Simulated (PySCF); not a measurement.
SMILES [SiH3]C[SiH](F)F (CH₆F₂Si₂) at its PBE0/def2-SVP optimised geometry (Å):

```
11

Si    -0.4997    -0.3639     0.0000
C     -1.1504    -1.2832     1.5214
Si    -0.4155    -0.7572     3.1317
F      1.0153    -1.4818     3.3311
F     -0.1179     0.8332     3.0899
H     -0.9826    -1.0438    -1.2401
H      0.9932    -0.3639     0.0000
H     -0.9932     1.0438     0.0000
H     -0.9604    -2.3634     1.3962
H     -2.2457    -1.1533     1.5644
H     -1.2365    -1.0310     4.3339
```

Level of theory: PBE0/def2-TZVP in PySCF.

Map of the log10 of the electron density (e/bohr³), floored at −4 on the plane z = 1.0 Å:

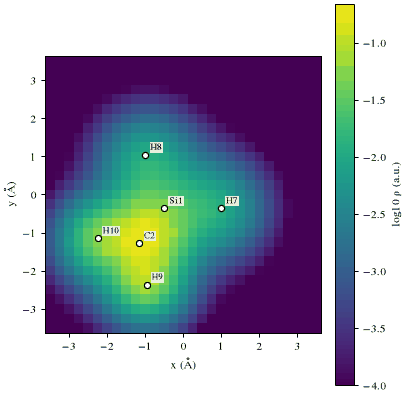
Figure: Log10 of the electron density (e/bohr³), floored at −4 on the plane z = 1.0 Å.
